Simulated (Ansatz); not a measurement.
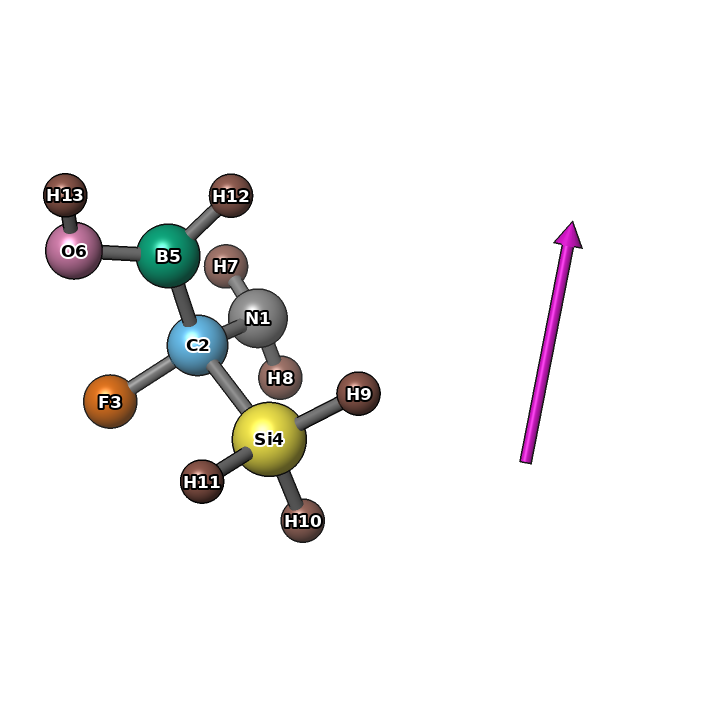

The arrow beside the molecule shows the direction of the dipole moment, from the negative to the positive end (its length means nothing). The computed structure is the end point of a PBE-D4/def2-SVP optimisation. No frequency run is at hand to confirm it as a minimum. Level of theory: RKS PBE-D4/def2-SVP (Ansatz 0.2.0).

How large is the dipole moment?

Answer. 1.88 D; it points from the side of H10 to the side of H12 (the outermost atoms at the two ends).
